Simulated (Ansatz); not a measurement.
# One shape, several levels: C3H2ClF (SMILES FC1=CC1Cl)

Wanted: a comparison of 6 runs (BHLYP/def2-SVP, SVWN5/def2-SVP, wB97M-V/def2-SVP, wB97X/def2-SVP, RPA@PBE/def2-SVP, MP2/def2-SVP) of C3H2ClF. 

The calculation is run with Ansatz 0.2.0.

70 further runs of the same task are left out: 70 set aside as unsound or not needed. Runs told in other sessions of the task aren't counted.

### 1 The molecule

C3H2ClF: 7 atoms, total charge 0, spin state singlet. SMILES: `FC1=CC1Cl`. The C4–H7 distance was set to 1.412 Å, away from the relaxed value.

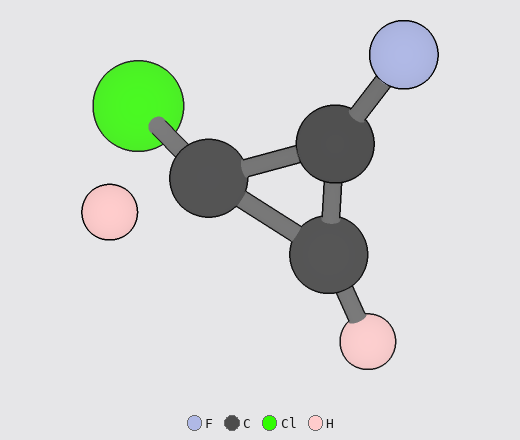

The structure, seen from a chosen angle (fluorine light blue, carbon dark grey, chlorine green, hydrogen pink).

### 2 The energy at BHLYP/def2-SVP (run 1)

File input.yaml:

```yaml
crystal:
  periodic: [false, false, false]
  atoms:
    - {symbol: F, position_ang: [0.195757, -2.280121, -0.181811]}
    - {symbol: C, position_ang: [0.034557, -1.037021, 0.159489]}
    - {symbol: C, position_ang: [-0.065543, -0.152321, 1.089789]}
    - {symbol: C, position_ang: [-0.219543, 0.288479, -0.339011]}
    - {symbol: Cl, position_ang: [-1.843843, 0.726379, -0.970311]}
    - {symbol: H, position_ang: [-0.096343, 0.180079, 2.111889]}
    - {symbol: H, position_ang: [0.734800, 1.092800, -1.000200]}
basis:
  gaussian:
    orbitals: def2-SVP
hamiltonian:
  xc: {name: BHLYP}
accuracy: high
output: {orbitals: {seedname: orbitals}}
```

Launch:

```console
$ ansatz run input.yaml --threads 1 --pin off --max-ram 2610MiB --events-out events.jsonl --progress --plain --runs-dir runs
```

Log:

```text
Warning: RAYON_NUM_THREADS=1 ignored (pool sized by the plan → 1); use --threads N
Functional definition: BHLYP
  name "BHLYP"
  parameter a = 0.5
  exchange = (1 - a)*b88_x + a*exact_x
  correlation = lyp_c
1844 factors; integrals over basis functions are off by at most 3.7e-9 eV
mean field evaluation 1: about -18365.1336 eV, gradient 2.9e1 eV
mean field evaluation 2: about -18365.8132 eV, gradient 2.3e1 eV
mean field evaluation 4: about -18367.0650 eV, gradient 1.5e0 eV
mean field evaluation 8: about -18367.5369 eV, gradient 3.8e-1 eV
mean field evaluation 16: about -18367.5373 eV, gradient 1.1e-4 eV
mean field -18367.53727913 eV, -674.9945450441 hartree, gradient 5.8e-8 eV, S^2 0.000000; 0 other end points of the search recorded, 0 dependent functions left out
reference -18367.53730190 eV, -674.9945458809 hartree; 23, 23 occupied and 61, 61 virtual orbitals, 1844 factors
Total energy: -18367.53730190 eV, -674.9945458809 hartree
```

It took 3.9 s on 1 thread of Intel Xeon 6975P-C (Granite Rapids), shared host; peak memory 0.28 GiB.

### 3 The energy at SVWN5/def2-SVP (run 2)

Edit input.yaml of step 2 so:

```diff
@@ -14,3 +14,3 @@
 hamiltonian:
-  xc: {name: BHLYP}
+  xc: {name: SVWN5}
 accuracy: high
```

Launch:

```console
$ ansatz run input.yaml --threads 1 --pin off --max-ram 2610MiB --events-out events.jsonl --progress --plain --runs-dir runs
```

Log:

```text
Warning: RAYON_NUM_THREADS=1 ignored (pool sized by the plan → 1); use --threads N
Functional definition: SVWN5
  name "SVWN5"
  exchange = slater_x
  correlation = vwn5_c
1844 factors; integrals over basis functions are off by at most 3.7e-9 eV
mean field evaluation 1: about -18278.1135 eV, gradient 5.2e1 eV
mean field evaluation 2: about -18264.2394 eV, gradient 8.7e1 eV
mean field evaluation 4: about -18284.7413 eV, gradient 6.9e0 eV
mean field evaluation 8: about -18284.8413 eV, gradient 9.4e-1 eV
mean field evaluation 16: about -18284.8435 eV, gradient 3.2e-5 eV
mean field -18284.84349758 eV, -671.9556046239 hartree, gradient 1.4e-8 eV, S^2 0.000000; 0 other end points of the search recorded, 0 dependent functions left out
reference -18284.84349995 eV, -671.9556047113 hartree; 23, 23 occupied and 61, 61 virtual orbitals, 1844 factors
Total energy: -18284.84349995 eV, -671.9556047113 hartree
```

It took 1.7 s on 1 thread of Intel Xeon 6975P-C (Granite Rapids), shared host; peak memory 0.21 GiB.

### 4 The energy at wB97M-V/def2-SVP (run 3)

File run.yaml:

```yaml
crystal:
  periodic: [false, false, false]
  atoms:
    - {symbol: F, position_ang: [0.195757, -2.280121, -0.181811]}
    - {symbol: C, position_ang: [0.034557, -1.037021, 0.159489]}
    - {symbol: C, position_ang: [-0.065543, -0.152321, 1.089789]}
    - {symbol: C, position_ang: [-0.219543, 0.288479, -0.339011]}
    - {symbol: Cl, position_ang: [-1.843843, 0.726379, -0.970311]}
    - {symbol: H, position_ang: [-0.096343, 0.180079, 2.111889]}
    - {symbol: H, position_ang: [0.734800, 1.092800, -1.000200]}
basis:
  gaussian: {orbitals: def2-SVP}
hamiltonian: {xc: {name: wB97M-V}}
accuracy: high
output: {orbitals: {seedname: orbitals}}
```

Launch:

```console
$ ansatz run run.yaml --threads 1 --pin off --max-ram 2610MiB --events-out events.jsonl --progress --plain --runs-dir runs
```

Log, shortened:

```text
Warning: RAYON_NUM_THREADS=1 ignored (pool sized by the plan → 1); use --threads N
Functional definition: wB97M-V
  name "wB97M-V"
[...]
  gx(w, u) = 1 - cx + cx01*u + cx10*w
  gss(w, u) = css00 + css04*u^4 + css10*w + css20*w^2 + css43*w^4*u^3
  gos(w, u) = cos00 + cos10*w + (cos20 + cos21*u)*w^2 + (cos60 + cos61*u)*w^6
[...]
      + integral(e_c_pw_mod_opposite_spin*gos(b97_w_opposite, b97_u_opposite)) + vv10(b, c)
1844 factors; integrals over basis functions are off by at most 3.7e-9 eV
309 factors; integrals over basis functions are off by at most 2.4e-9 eV
[...]
mean field -18368.27890892 eV, -675.0217994363 hartree, gradient 2.7e-8 eV, S^2 0.000000; 0 other end points of the search recorded, 0 dependent functions left out
reference -18368.27891208 eV, -675.0217995523 hartree; 23, 23 occupied and 61, 61 virtual orbitals, 1844 factors
Total energy: -18368.27891208 eV, -675.0217995523 hartree
```

Wall time 24 s (1 thread of Intel Xeon 6975P-C (Granite Rapids), shared host); peak memory 0.51 GiB.

Runs 4 to 5 aren't shown in full; the table further down has their settings and results.

### 5 A single-point energy at MP2/def2-SVP (run 6)

File molecule.yaml:

```yaml
crystal:
  periodic: [false, false, false]
  atoms:
    - {symbol: F, position_ang: [0.195757, -2.280121, -0.181811]}
    - {symbol: C, position_ang: [0.034557, -1.037021, 0.159489]}
    - {symbol: C, position_ang: [-0.065543, -0.152321, 1.089789]}
    - {symbol: C, position_ang: [-0.219543, 0.288479, -0.339011]}
    - {symbol: Cl, position_ang: [-1.843843, 0.726379, -0.970311]}
    - {symbol: H, position_ang: [-0.096343, 0.180079, 2.111889]}
    - {symbol: H, position_ang: [0.734800, 1.092800, -1.000200]}
basis:
  gaussian: {orbitals: def2-SVP}
correlation: {method: mp2, frozen_orbitals: {C: 1, Cl: 5, F: 1, H: 0}}
accuracy: high
```

Launch:

```console
$ ansatz run molecule.yaml --threads 1 --pin off --max-ram 2610MiB --events-out events.jsonl --progress --plain --runs-dir runs
```

Log:

```text
Warning: RAYON_NUM_THREADS=1 ignored (pool sized by the plan → 1); use --threads N
Functional definition: HF
  name "HF"
  exchange = exact_x
  correlation = 0
1844 factors; integrals over basis functions are off by at most 3.7e-9 eV
mean field evaluation 1: about -18317.6643 eV, gradient 2.5e1 eV
mean field evaluation 2: about -18317.7800 eV, gradient 2.5e1 eV
mean field evaluation 4: about -18319.5912 eV, gradient 3.7e0 eV
mean field evaluation 8: about -18319.6419 eV, gradient 2.2e-1 eV
mean field evaluation 16: about -18319.6423 eV, gradient 1.1e-8 eV
mean field -18319.64232671 eV, -673.2344380069 hartree, gradient 1.1e-8 eV, S^2 0.000000; 0 other end points of the search recorded, 0 dependent functions left out
9 core orbitals not correlated: weight in the atoms' cores, before any rotation towards them, 1.000 or more for the frozen orbitals, at most 0.000 for the correlated occupied ones
reference -18319.64232671 eV, -673.2344380069 hartree; 14, 14 occupied and 61, 61 virtual orbitals, 1844 factors
second order -19.36265434 eV of doubles, -0.00000000 eV of singles
Total energy: -18339.00498105 eV, -673.9460024296 hartree
```

Run time: 1.7 s. Hardware: 1 thread of Intel Xeon 6975P-C (Granite Rapids), shared host; peak memory 0.23 GiB.

### 6 The series

```csv
run,level,frozen core orbitals,energy (Eh),HOMO energy (eV),LUMO energy (eV),HOMO–LUMO gap (eV),wall time
1,BHLYP/def2-SVP,–,-674.994546,-8.98,1.17,10.15,3.9 s
2,SVWN5/def2-SVP,–,-671.955605,-6.65,-1.32,5.32,1.7 s
3,wB97M-V/def2-SVP,–,-675.021800,-10.04,2.27,12.31,24 s
4,wB97X/def2-SVP,–,-675.060953,-10.24,2.30,12.54,11 s
5,RPA@PBE/def2-SVP,9,-674.287497,–,–,–,4.8 s
6,MP2/def2-SVP,9,-673.946002,–,–,–,1.7 s
```

### 7 Results

| quantity | value |
| --- | --- |
| run 6: total energy | -673.94600 Eh |
| run 6: correlation energy (9 core orbitals frozen) | -711.6 mEh |

**Reading.** Over runs 1, 2, 3, 4 the HOMO–LUMO gap runs from 5.32 eV (SVWN5/def2-SVP) to 12.54 eV (wB97X/def2-SVP). Totals of different functionals can't be ranked against each other. All runs together took 47 s, the longest 24 s.
